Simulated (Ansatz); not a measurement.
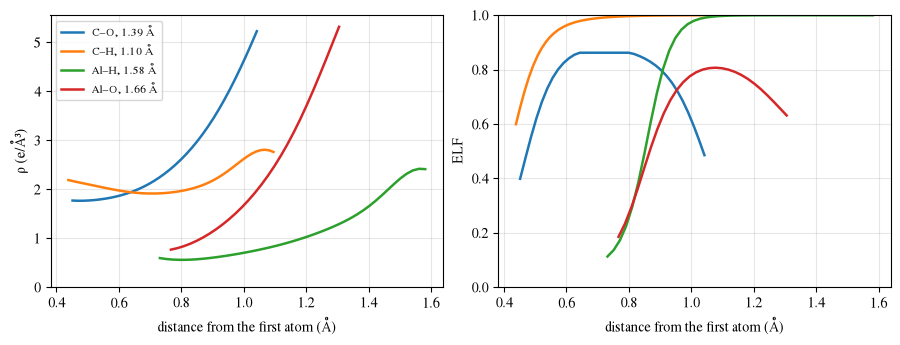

Figure. CH$_{5}$AlO. Electron density and ELF along straight lines between neighbouring atoms. The curves leave out the atomic cores.

Geometry: r2SCAN-D4/def2-TZVP.

The calculation used RKS PBE0-D4/def2-TZVP in Ansatz 0.2.0.

```tsv
atom	x (Å)	y (Å)	z (Å)
Al	0.6826	1.3039	0.8254
H	2.2093	1.2245	1.2300
H	-0.2323	2.5512	1.1544
O	0.0092	0.0192	0.0226
C	-0.5496	-1.0503	-0.6660
H	-1.3302	-0.7055	-1.3537
H	-1.0022	-1.7610	0.0338
H	0.2131	-1.5819	-1.2464
```

What can be read from the curves?

Answer. C–O (1.39 Å): the density is about 2.1 e/Å³ at the midpoint, with its minimum of 1.8 e/Å³ about 0.5 Å from C; the ELF peaks at about 0.85 between the atoms, as expected for a shared but strongly polarised pair.
C–H (1.10 Å): ρ is about 2 e/Å³ halfway; the ELF climbs to about 1 towards the hydrogen, as it does in any bond to H; a covalent bond by its length.
Al–H (1.58 Å): ρ at the midpoint is about 0.56 e/Å³; the ELF climbs to about 1 towards the hydrogen.
Al–O (1.66 Å): ρ is about 0.89 e/Å³ halfway; the ELF peaks at about 0.80 in the valence shell of O, 0.6 Å from its nucleus, and is about 0.35 at the midpoint.
